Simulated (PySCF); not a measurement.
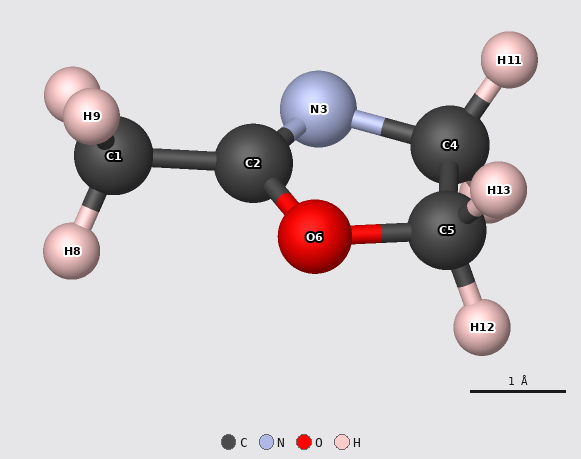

Fig. 1: The structure as given in the input (ball-and-stick view, seen at a tilt; atoms are numbered from 1 in the order of the input).

**C₄H₇NO: one change and its effect**

System: C₄H₇NO (2-methyl-2-oxazoline).
Method of run A: GIAO PBE0/6-31G NMR shielding, non-relativistic, gas phase (PySCF 2.14.0).

The geometry comes from this level: PBE0-D3(BJ)/def2-SVP. Text and figures count atoms from 1; the logs count them from 0 in places.

Input, run A:
```
{"job": {"kind": "nmr", "xc": "PBE0", "basis": "6-31G", "pop": true}, "charge": 0, "multiplicity": 1}
C      2.116772    -0.025306    -0.364147
C      0.661798    -0.111281    -0.088624
N      0.021385    -1.138146     0.293842
C     -1.370145    -0.739155     0.422999
C     -1.386637     0.761466     0.058443
O     -0.026558     1.040909    -0.274858
H      2.581733    -1.002366    -0.194624
H      2.285444     0.294278    -1.403457
H      2.580969     0.728803     0.289018
H     -2.001344    -1.344926    -0.248564
H     -1.728747    -0.929672     1.448049
H     -2.018931     1.000007    -0.810388
H     -1.685130     1.413268     0.894513
```

The first line tells a small driver script what to run in PySCF; the rest is the geometry in Å.

Command:
```bash
OMP_NUM_THREADS=1 python <driver script> task.json out
```

Hardware: 1 CPU thread, shared host.

Output (run A):
```
coarse grid: 10832 points
cycle   1  E = -286.1532825115  dE =  9.894e-01  |g| = 5.571e-01  |ddm| = 3.464e+00
cycle   2  E = -286.0945941369  dE =  5.869e-02  |g| = 7.938e-01  |ddm| = 1.294e+00
cycle   3  E = -286.2226250885  dE = -1.280e-01  |g| = 7.602e-02  |ddm| = 6.795e-01
cycle   4  E = -286.2235192382  dE = -8.941e-04  |g| = 4.885e-02  |ddm| = 1.098e-01
cycle   5  E = -286.2240003799  dE = -4.811e-04  |g| = 1.511e-02  |ddm| = 5.796e-02
cycle   6  E = -286.2240515852  dE = -5.121e-05  |g| = 1.343e-03  |ddm| = 1.476e-02
cycle   7  E = -286.2240519482  dE = -3.630e-07  |g| = 5.702e-04  |ddm| = 1.904e-03
final grid: 104640 points
cycle   8  E = -286.1723021041  dE = -4.881e-06  |g| = 1.014e-02  |ddm| = 1.855e-02
cycle   9  E = -286.1722655828  dE =  3.652e-05  |g| = 1.698e-02  |ddm| = 2.210e-02
cycle  10  E = -286.1723227777  dE = -5.719e-05  |g| = 2.474e-03  |ddm| = 1.556e-02
cycle  11  E = -286.1723242336  dE = -1.456e-06  |g| = 3.843e-04  |ddm| = 2.625e-03
cycle  12  E = -286.1723242647  dE = -3.107e-08  |g| = 4.681e-05  |ddm| = 3.673e-04
cycle  13  E = -286.1723242652  dE = -4.916e-10  |g| = 1.914e-05  |ddm| = 7.421e-05
converged SCF energy = -286.1723242652

GIAO shielding tensors (ppm)
atom      isotropic    diamagn.    paramagn.     s11        s22        s33       span
  0 C      183.632     247.510     -63.878    172.622    174.327    203.948     31.326
  1 C       41.867     253.050    -211.183    -45.904     85.198     86.306    132.210
  2 N       34.376     323.421    -289.045   -142.683     34.955    210.856    353.539
  3 C      145.167     246.580    -101.413    106.570    145.355    183.577     77.006
  4 C      135.510     243.632    -108.122    100.679    122.284    183.567     82.888
  5 O      161.634     401.733    -240.099     38.942    153.353    292.608    253.667
  6 H       30.621      28.357       2.263     26.158     29.412     36.292     10.134
  7 H       30.624      28.510       2.113     26.535     28.900     36.435      9.901
  8 H       30.619      28.505       2.115     26.538     28.880     36.441      9.903
  9 H       28.611      29.440      -0.828     24.569     26.941     34.324      9.755
 10 H       28.614      29.450      -0.836     24.663     26.969     34.211      9.548
 11 H       28.459      29.236      -0.777     24.305     26.861     34.211      9.905
 12 H       28.489      29.233      -0.744     24.157     26.894     34.415     10.258
```

The input of run B differs as follows (lines with − go, lines with + come):
```diff
-"basis": "6-31G"
+"basis": "STO-3G"
```

Predict how the results change.

The total energy of run B is 2194.8 kcal/mol higher, which measures the change of basis and not a stability. The HOMO goes from −6.88 to −4.30 eV. The LUMO goes from 0.92 to 3.81 eV. The dipole moment goes from 1.46 to 1.39 D. Of all shieldings, the largest change is that of O6, by +69.9 ppm. The number of SCF iterations is the same. The basis functions go from 68 to 37.

Output (run B):
```
coarse grid: 10832 points
cycle   1  E = -282.6022420614  dE =  1.090e+00  |g| = 5.579e-01  |ddm| = 4.718e+00
cycle   2  E = -282.5466772370  dE =  5.556e-02  |g| = 7.404e-01  |ddm| = 1.531e+00
cycle   3  E = -282.6938297927  dE = -1.472e-01  |g| = 1.568e-01  |ddm| = 9.485e-01
cycle   4  E = -282.7009881990  dE = -7.158e-03  |g| = 3.293e-02  |ddm| = 2.421e-01
cycle   5  E = -282.7013075255  dE = -3.193e-04  |g| = 5.728e-03  |ddm| = 4.640e-02
cycle   6  E = -282.7013179774  dE = -1.045e-05  |g| = 1.240e-03  |ddm| = 8.806e-03
cycle   7  E = -282.7013184158  dE = -4.385e-07  |g| = 2.848e-04  |ddm| = 1.807e-03
final grid: 104640 points
cycle   8  E = -282.6746068175  dE =  6.068e-07  |g| = 7.318e-03  |ddm| = 1.815e-02
cycle   9  E = -282.6745827880  dE =  2.403e-05  |g| = 1.156e-02  |ddm| = 2.406e-02
cycle  10  E = -282.6746220217  dE = -3.923e-05  |g| = 1.838e-03  |ddm| = 1.603e-02
cycle  11  E = -282.6746229938  dE = -9.721e-07  |g| = 1.705e-04  |ddm| = 2.298e-03
cycle  12  E = -282.6746230020  dE = -8.176e-09  |g| = 2.538e-05  |ddm| = 2.080e-04
cycle  13  E = -282.6746230021  dE = -1.863e-10  |g| = 8.042e-06  |ddm| = 4.248e-05
converged SCF energy = -282.6746230021

GIAO shielding tensors (ppm)
atom      isotropic    diamagn.    paramagn.     s11        s22        s33       span
  0 C      216.301     244.544     -28.243    206.903    213.570    228.431     21.528
  1 C      110.572     258.048    -147.476     47.828    138.707    145.182     97.354
  2 N      100.272     315.565    -215.293   -106.006    134.848    271.974    377.979
  3 C      180.375     246.695     -66.320    143.027    184.070    214.028     71.002
  4 C      173.586     248.008     -74.422    140.701    165.990    214.069     73.368
  5 O      231.495     378.182    -146.687    112.313    239.306    342.866    230.553
  6 H       30.540      29.009       1.530     25.136     28.802     37.681     12.545
  7 H       30.961      29.279       1.682     26.171     28.185     38.529     12.358
  8 H       30.965      29.281       1.684     26.193     28.174     38.529     12.336
  9 H       29.560      30.117      -0.557     25.125     27.138     36.417     11.293
 10 H       29.546      30.075      -0.530     25.154     27.143     36.340     11.185
 11 H       29.735      30.279      -0.544     25.753     26.777     36.676     10.923
 12 H       29.757      30.354      -0.597     25.702     26.798     36.771     11.069
```

The two runs side by side:

```tsv
quantity	run A	run B
outcome	converged	converged
total energy (hartree)	−286.172324	−282.674623
HOMO (eV)	−6.88	−4.30
LUMO (eV)	0.92	3.81
dipole moment (D)	1.46	1.39
shielding of C1 (ppm)	183.6	216.3
shielding of C2 (ppm)	41.9	110.6
shielding of N3 (ppm)	34.4	100.3
shielding of C4 (ppm)	145.2	180.4
shielding of C5 (ppm)	135.5	173.6
shielding of O6 (ppm)	161.6	231.5
shielding of H12 (ppm)	28.5	29.7
SCF iterations	13	13
basis functions	68	37
wall time (shared host)	5.7 s	3 s
```
